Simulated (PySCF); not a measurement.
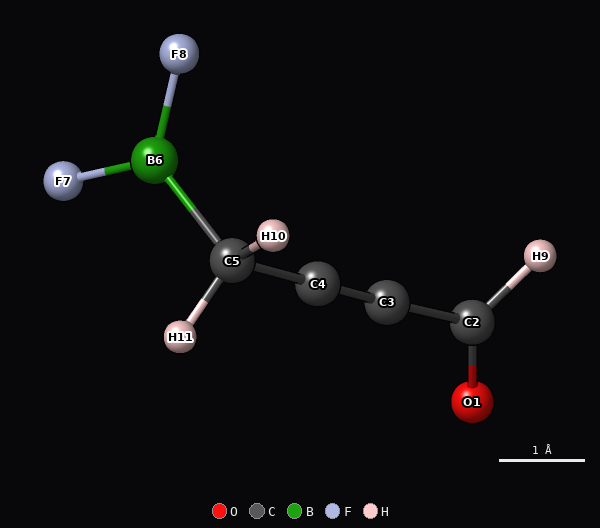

Figure 1. The structure as given in the input (ball-and-stick view, seen at a tilt; atoms are numbered from 1 in the order of the input). Bond lengths as drawn: B–C 1.58 Å, B–F 1.31 to 1.32 Å, C–C 1.22 to 1.45 Å, C–H 1.10 to 1.12 Å and C–O 1.20 Å.

# C4H3BF2O: one change and its effect

System: C4H3BF2O, SMILES O=CC#CCB(F)F.
Method of run 1: TDDFT PBE0/def2-TZVP, vertical, gas phase, core orbitals frozen in the response (PySCF 2.14.0).

The geometry comes from this level: PBE0-D3(BJ)/def2-SVP. Text and figures count atoms from 1; the logs count them from 0 in places.

### Input file, run 1
```
{"job": {"kind": "uv", "xc": "PBE0", "basis": "def2-TZVP"}, "charge": 0, "multiplicity": 1}
O      3.525023    -0.205910    -0.900131
C      2.781344    -0.135764     0.045329
C      1.346148    -0.299746    -0.030003
C      0.139252    -0.446519    -0.051783
C     -1.303796    -0.577891    -0.100886
B     -1.936693     0.860392     0.052718
F     -2.173705     1.610299    -0.999827
F     -2.239347     1.351316     1.235104
H      3.163677     0.067256     1.075610
H     -1.653458    -1.225763     0.719238
H     -1.610638    -1.022027    -1.061640
```

The first line tells a small driver script what to run in PySCF; the rest is the geometry in Å.

Command:
```bash
OMP_NUM_THREADS=1 python <driver script> task.json out
```

Hardware: 1 CPU thread, shared host.

### Output (run 1)
```
coarse grid: 10552 points
cycle   1  E = -453.5563358432  dE =  1.246e+00  |g| = 9.936e-01  |ddm| = 3.322e+00
cycle   2  E = -453.0115001658  dE =  5.448e-01  |g| = 1.954e+00  |ddm| = 2.049e+01
cycle   3  E = -453.7218773055  dE = -7.104e-01  |g| = 2.837e-01  |ddm| = 1.874e+01
cycle   4  E = -453.7371225860  dE = -1.525e-02  |g| = 9.938e-02  |ddm| = 8.779e-01
cycle   5  E = -453.7386439790  dE = -1.521e-03  |g| = 3.228e-02  |ddm| = 4.279e-01
cycle   6  E = -453.7388238825  dE = -1.799e-04  |g| = 1.565e-02  |ddm| = 4.719e-02
cycle   7  E = -453.7388807586  dE = -5.688e-05  |g| = 4.374e-03  |ddm| = 2.752e-02
cycle   8  E = -453.7388845223  dE = -3.764e-06  |g| = 9.187e-04  |ddm| = 1.394e-02
final grid: 106576 points
cycle   9  E = -453.7342949238  dE = -1.119e-04  |g| = 1.106e-02  |ddm| = 1.378e-01
cycle  10  E = -453.7342272103  dE =  6.771e-05  |g| = 2.167e-02  |ddm| = 9.280e-02
cycle  11  E = -453.7343168939  dE = -8.968e-05  |g| = 2.227e-03  |ddm| = 7.713e-02
cycle  12  E = -453.7343178148  dE = -9.209e-07  |g| = 3.933e-04  |ddm| = 8.727e-03
cycle  13  E = -453.7343178210  dE = -6.134e-09  |g| = 2.985e-04  |ddm| = 3.622e-04
cycle  14  E = -453.7343178409  dE = -1.991e-08  |g| = 7.205e-05  |ddm| = 2.123e-04
cycle  15  E = -453.7343178420  dE = -1.173e-09  |g| = 1.626e-05  |ddm| = 1.883e-04
cycle  16  E = -453.7343178421  dE = -4.934e-11  |g| = 3.577e-06  |ddm| = 2.877e-05
converged SCF energy = -453.7343178421

Static polarisability (au): isotropic 63.113, principal 43.273 49.579 96.485

Singlet excitations
state   eV       nm        f      main configurations
  1   3.8175    324.8   0.00023   H->L 0.96
  2   4.6627    265.9   0.00129   H-2->L 0.76, H-1->L 0.22
  3   5.4806    226.2   0.21394   H-1->L 0.65, H-2->L 0.20
  4   6.6783    185.7   0.00311   H-1->L+1 0.40, H-1->L+2 0.29, H-1->L+3 0.14
  5   6.8154    181.9   0.00143   H->L+1 0.77, H->L+2 0.15
  6   6.9880    177.4   0.02717   H-2->L+1 0.60, H-1->L+1 0.28
  7   7.1727    172.9   0.00157   H->L+2 0.24, H-1->L+1 0.19, H->L+3 0.16
  8   7.2280    171.5   0.00533   H->L+2 0.21, H-2->L+1 0.20, H->L+3 0.14
  9   7.7069    160.9   0.00380   H-1->L+3 0.43, H-1->L+2 0.31, H->L+3 0.09
 10   7.7485    160.0   0.00040   H->L+3 0.48, H->L+2 0.26, H-1->L+3 0.11

Triplet excitations (Tamm-Dancoff, eV): 3.2036 3.8453 4.3439 5.5110
```

For run 2 the input was changed thus:
```diff
-"basis": "def2-TZVP"
+"basis": "def2-SVP"
```

How does run 2 compare with run 1?

The total energy of run 2 is 329.3 kcal/mol higher, which measures the change of basis and not a stability. The HOMO goes from −8.03 to −7.86 eV. The LUMO goes from −2.06 to −1.90 eV. The dipole moment goes from 3.50 to 3.36 D. The lowest excitation goes from 3.82 to 3.79 eV. The strongest computed line goes from 5.48 to 8.26 eV. The SCF takes 15 iterations against 16. The basis functions go from 266 to 127.

### Output (run 2)
```
coarse grid: 10552 points
cycle   1  E = -452.9569378122  dE =  1.190e+00  |g| = 9.665e-01  |ddm| = 3.994e+00
cycle   2  E = -452.4235042583  dE =  5.334e-01  |g| = 1.884e+00  |ddm| = 4.131e+00
cycle   3  E = -453.1273969748  dE = -7.039e-01  |g| = 2.591e-01  |ddm| = 3.372e+00
cycle   4  E = -453.1408750036  dE = -1.348e-02  |g| = 9.152e-02  |ddm| = 3.397e-01
cycle   5  E = -453.1422970096  dE = -1.422e-03  |g| = 2.902e-02  |ddm| = 9.949e-02
cycle   6  E = -453.1424497094  dE = -1.527e-04  |g| = 1.434e-02  |ddm| = 3.254e-02
cycle   7  E = -453.1424991144  dE = -4.941e-05  |g| = 3.923e-03  |ddm| = 1.341e-02
cycle   8  E = -453.1425022911  dE = -3.177e-06  |g| = 8.658e-04  |ddm| = 4.555e-03
final grid: 106576 points
cycle   9  E = -453.2095303138  dE = -2.783e-05  |g| = 1.038e-02  |ddm| = 2.254e-02
cycle  10  E = -453.2094617625  dE =  6.855e-05  |g| = 2.099e-02  |ddm| = 3.283e-02
cycle  11  E = -453.2095528405  dE = -9.108e-05  |g| = 1.537e-03  |ddm| = 2.440e-02
cycle  12  E = -453.2095533818  dE = -5.413e-07  |g| = 2.146e-04  |ddm| = 1.908e-03
cycle  13  E = -453.2095533813  dE =  5.443e-10  |g| = 2.143e-04  |ddm| = 3.439e-04
cycle  14  E = -453.2095533927  dE = -1.143e-08  |g| = 3.316e-05  |ddm| = 1.893e-04
cycle  15  E = -453.2095533930  dE = -2.890e-10  |g| = 6.014e-06  |ddm| = 4.735e-05
converged SCF energy = -453.2095533930

Static polarisability (au): isotropic 54.759, principal 34.980 41.782 87.513

Singlet excitations
state   eV       nm        f      main configurations
  1   3.7873    327.4   0.00015   H->L 0.96
  2   4.7515    260.9   0.00149   H-2->L 0.79, H-1->L 0.19
  3   5.5832    222.1   0.20674   H-1->L 0.67, H-2->L 0.17, H-2->L+2 0.09
  4   6.7607    183.4   0.00268   H-1->L+2 0.46, H-1->L+1 0.38
  5   6.8377    181.3   0.00270   H->L+1 0.81, H->L+2 0.14
  6   7.1092    174.4   0.02569   H-2->L+1 0.58, H-1->L+1 0.23, H->L+2 0.10
  7   7.2243    171.6   0.00496   H->L+2 0.65, H->L+1 0.12, H-1->L+1 0.10
  8   7.3379    169.0   0.00195   H-2->L+1 0.28, H-1->L+1 0.25, H-1->L+2 0.24
  9   8.2578    150.1   0.53810   H-2->L+2 0.42, H-3->L 0.17
 10   8.5188    145.5   0.01523   H->L+3 0.68, H-1->L+3 0.16, H-2->L+3 0.13

Triplet excitations (Tamm-Dancoff, eV): 3.1391 3.8886 4.4236 5.5454
```

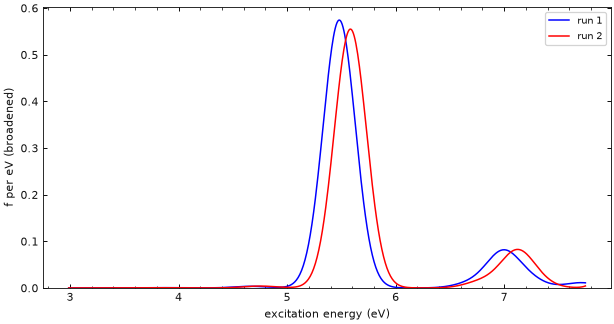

Figure 2. Absorption of the two runs from their computed states, each broadened by a Gaussian of 0.35 eV full width; the range ends where the shorter list of states ends.

### The two runs side by side

| quantity | run 1 | run 2 |
| --- | --- | --- |
| outcome | converged | converged |
| total energy (hartree) | −453.734318 | −453.209553 |
| HOMO (eV) | −8.03 | −7.86 |
| LUMO (eV) | −2.06 | −1.90 |
| dipole moment (D) | 3.50 | 3.36 |
| lowest excitation (eV) | 3.82 | 3.79 |
| SCF iterations | 16 | 15 |
| strongest computed line (eV) | 5.48 | 8.26 |
| basis functions | 266 | 127 |
| wall time (shared host) | 57 s | 18 s |
